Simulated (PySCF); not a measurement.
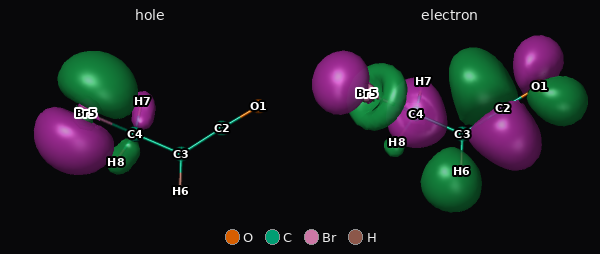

Figure 1: C3H3BrO, SMILES `O=C=CCBr`. Leading natural transition orbital pair of S₂ (TDA singlet states); the surfaces enclose about 78 % of each orbital's density.

PySCF calculation, B3LYP/def2-SVPD, gas phase; geometry: GFN2-xTB. No frequency check shows the geometry to be a minimum. GFN2-xTB bond lengths at metals and heavier atoms can be off by up to 0.1 Å and shapes distorted, which carries into these values.

Input

```python
import numpy as np
from pyscf import gto, scf, dft, tdscf
from pyscf.scf import atom_ks, atom_hf
from scipy.linalg import block_diag

def solve(mol, dm0=None, hcore=None):
    mf = (dft.UKS if mol.spin else dft.RKS)(mol, xc='b3lyp')
    mf.grids.level = 3
    mf = mf.density_fit(auxbasis='def2-universal-jkfit')
    mf.conv_tol, mf.max_cycle = 1e-8, 80
    if hcore is not None:
        mf.get_hcore = lambda *args: hcore
    mf.kernel(dm0)
    if not mf.converged:
        mf = mf.newton().run(mf.mo_coeff, mf.mo_occ, max_cycle=30)
    assert mf.converged, 'SCF not converged'
    return mf

mol = gto.M(atom='''
O     -3.23576     0.68261     0.18228
C     -2.30779     0.05815    -0.11866
C     -1.30272    -0.69795    -0.44527
C     -0.13726    -0.94555     0.43367
Br     1.42121     0.22320    -0.02912
H     -1.26417    -1.07772    -1.45456
H     -0.34964    -0.72572     1.47675
H      0.24403    -1.95733     0.32024
''', basis='def2-svpd', charge=0, spin=0, verbose=4)
mf = solve(mol)
td = mf.TDA()
td.nstates, td.singlet, td.conv_tol = 6, True, 1e-5
td.kernel()
td.analyze()
x, y = np.array([p[0] for p in td.xy]), np.array([p[1] + 0 * p[0] for p in td.xy])
f, mu = td.oscillator_strength(), td.transition_dipole()
nto = [td.get_nto(state=i + 1, verbose=4) for i in range(len(td.e))]
# spherically averaged free atoms, for the promolecule
atm = atom_ks.get_atm_nrks(mol, xc='b3lyp')
pro = block_diag(*[(atm[a[0]][2] * atm[a[0]][3]) @ atm[a[0]][2].T for a in mol._atom])
np.savez('result.npz', e=td.e, f=f, ok=td.converged, w=[n[0] for n in nto], nto=[n[1] for n in nto], x=x, y=y, c=mf.mo_coeff, occ=mf.mo_occ, eps=mf.mo_energy, pro=pro, mu=mu)
```

Run with:

```sh
OMP_NUM_THREADS=1 python input.py
```

The run took 2.9 min on 1 thread of Intel(R) Xeon(R) Platinum 8488C (Sapphire Rapids), on a shared host, peak memory 0.75 GiB.

> Characterise the state.

5.03 eV (247 nm), f = 0.001 (very weak), charge transfer, whose energy this functional puts too low; the leading pair carries 100 %; hole on Br5 (90 %), electron on C2 (34 %), O1 (23 %) and Br5 (12 %); their centroids lie 2.9 Å apart. In canonical orbitals it is mainly HOMO−1 → LUMO (97 %). The HOMO–LUMO gap is 5.18 eV.
